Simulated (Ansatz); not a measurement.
# CH6BNSi: one species, many methods

Aim: compute CH6BNSi with functionals from several rungs and with coupled cluster, and see how far each lands from CCSD(T) at the basis-set limit for the atomisation energy.

Program: Ansatz 0.2.0, Gaussian basis. Level of theory: functionals in def2-TZVPP, the program's frozen cores in correlated methods. These are calculated values, not measurements.

The runs, in order: LDA (SPW92), PBE-D4, revPBE-D4, BLYP-D4, r2SCAN-D4, B97M-V, PBE0-D4, B3LYP-D4, r2SCANh-D4, r2SCAN0-D4, HSE06-D4, BHLYP-D4, CAM-B3LYP-D4, LC-ωPBE, ωB97X-V, ωB97M-V, B2PLYP, PBE-QIDH; CCSD(T)/def2-SVP; CCSD(T)/def2-TZVPP; MP2/def2-QZVPP; extrapolation to the limit; RPA on PBE.

**1. The geometry**

The geometry comes from an earlier relaxation with PBE0-D4 in a triple-zeta def2 set; it is a stationary point, not always the lowest conformer.

10 atoms, charge 0, spin multiplicity 1.

Atoms are counted from 1 here; the program's logs count them from 0.

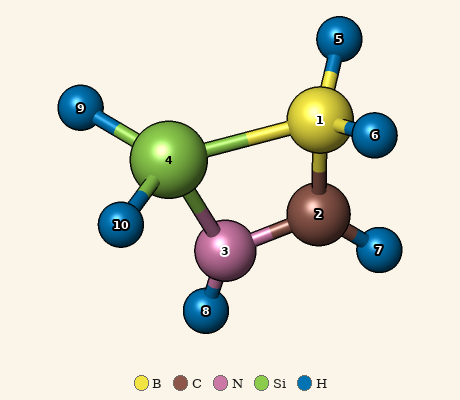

The structure; boron yellow, carbon brown, nitrogen pink, silicon green, hydrogen blue; atoms are numbered from 1 in the order of the file.

**2. LDA**

This LDA is Slater exchange with PW92 correlation.

in.yaml reads:

```yaml
crystal:
  periodic: [false, false, false]
  atoms:
    - {symbol: B, position_ang: [-0.844077, 0.790582, 0.451842]}
    - {symbol: C, position_ang: [-0.043519, 0.633323, -0.916499]}
    - {symbol: N, position_ang: [0.729987, -0.408208, -0.842978]}
    - {symbol: Si, position_ang: [0.258978, -0.859642, 0.891106]}
    - {symbol: H, position_ang: [-2.033006, 0.620797, 0.301495]}
    - {symbol: H, position_ang: [-0.589816, 1.818157, 1.035686]}
    - {symbol: H, position_ang: [-0.047876, 1.223452, -1.840637]}
    - {symbol: H, position_ang: [1.329873, -0.706871, -1.604323]}
    - {symbol: H, position_ang: [-0.207848, -2.278236, 0.852256]}
    - {symbol: H, position_ang: [1.530304, -0.884657, 1.675054]}
basis:
  gaussian: {orbitals: def2-TZVPP}
hamiltonian: {xc: lda}
output: {orbitals: {seedname: orbitals}}
```

Started as:

```console
$ ansatz run in.yaml --threads 2 --pin off --events-out ev --progress --plain --max-ram 4352MiB
```

The runs that follow: PBE-D4 (GGA); revPBE-D4 (GGA); BLYP-D4 (GGA); r2SCAN-D4 (meta-GGA); B97M-V (meta-GGA); B3LYP-D4 (hybrid); r2SCANh-D4 (hybrid); r2SCAN0-D4 (hybrid); HSE06-D4 (hybrid); BHLYP-D4 (hybrid); CAM-B3LYP-D4 (range-separated); LC-ωPBE (range-separated); ωB97X-V (range-separated); ωB97M-V (range-separated); B2PLYP (double hybrid); PBE-QIDH (double hybrid); CCSD(T) in def2-SVP; CCSD(T) in def2-TZVPP; MP2 in def2-QZVPP; RPA on PBE orbitals.

**Question.** What will the summary of the whole plan be? Wanted: atomisation energy, CCSD(T)/CBS; farthest beyond LDA; mean size of error, GGA; mean size of error, meta-GGA; mean size of error, hybrid; mean size of error, range-separated; mean size of error, double hybrid; gap, smallest and largest; T1 diagnostic.

As calculated:

```
                               quantity                                      value
        atomisation energy, CCSD(T)/CBS                                  36.198 eV
    functionals within 0.181 eV (0.5 %)   revPBE-D4, r2SCANh-D4, LC-ωPBE, PBE-QIDH
                    farthest beyond LDA                         PBE-D4 (+0.959 eV)
                mean size of error, GGA                                   0.454 eV
           mean size of error, meta-GGA                                   0.350 eV
             mean size of error, hybrid                                   0.331 eV
    mean size of error, range-separated                                   0.311 eV
      mean size of error, double hybrid                                   0.140 eV
              gap, smallest and largest  3.34 eV (LDA (SPW92)), 10.55 eV (LC-ωPBE)
                          T1 diagnostic                                     0.0161
triples share of the correlation energy                                      4.2 %
```

In words: LDA overbinds by 5.372 eV (15 %). PBE-D4 misses by +0.959 eV. Double hybrids carry the basis error of their MP2 part in triple zeta, and no dispersion term here, so their miss is partly the set-up's. Taken by rung, double hybrid functionals do best (0.140 eV on average) and GGA ones worst beyond LDA (0.454 eV). Misses under about 0.181 eV are within the doubt on the reference itself, which lacks core-valence correlation, relativity and higher excitations. Hartree-Fock recovers 73 % of the binding; the rest is correlation. CCSD(T) in def2-SVP is off by -1.969 eV, which most functionals beat. The gap grows from 3.3 to 10.6 eV across the functionals, mostly with the share of exact exchange.
